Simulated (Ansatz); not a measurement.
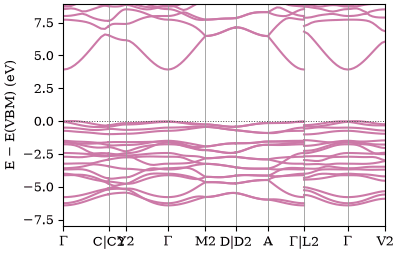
*Band structure from PBE in the plane-wave PAW code Ansatz*

### Question
Read off the gap and where the band edges lie.

### Answer
About 3.9 eV (3.92 eV by a search for the band edges); maximum on the Γ–C line, 17 % of the way from Γ, minimum at Γ.

The material is Al2O3 in space group Cc (No. 9; Pearson symbol mS20).

The start of the workflow was typed in or built on a structure type; neither database checked (COD, Materials Project) lists it. It is not the phase usual at ambient conditions (space group No. 167). The cell was relaxed with PBE under the symmetry of its start; whether a distortion lowers the energy is not shown.

Potentials: the earlier of the program's two PAW sets.
